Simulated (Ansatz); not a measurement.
Consider CH₅FNSi (SMILES C[N-][SiH2]F) (charge −1).

```xyz
9

C    -0.4638    1.2417    1.7103
F     2.4222    1.5326   -0.6871
N    -0.1992    1.9169    0.4860
Si    1.2280    2.5531   -0.0202
H    -1.5067    1.4173    2.0671
H    -0.3732    0.1275    1.6467
H     0.1906    1.5303    2.5776
H     1.0431    3.5063   -1.1718
H     2.1062    3.2430    1.0262
```

Geometry: r2SCAN-D4/def2-SVPD.

These are results of Ansatz, isolated molecule in a Gaussian basis; Kohn-Sham density functional theory, functional PBE0, not measurements.

Question: What can the converged electron density and electron localisation function tell about the bonding?

Answer: C–N (1.42 Å): ρ is about 2 e/Å³ halfway; the ELF peaks at about 0.90 between the atoms: localised, covalent bonding.
C–H (1.12 Å): the density is about 1.9 e/Å³ at the midpoint; the ELF climbs to about 1 towards the hydrogen, as it does in any bond to H; a covalent bond by its length.

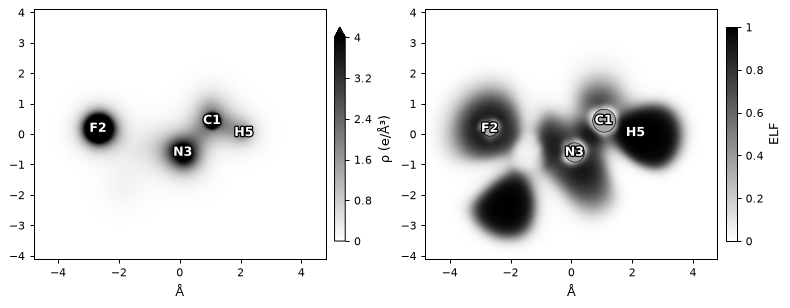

Computed electron density and electron localisation function on the plane of atoms N3, C1 and H5, in this order. Grey discs cover the atomic cores in the ELF map. 
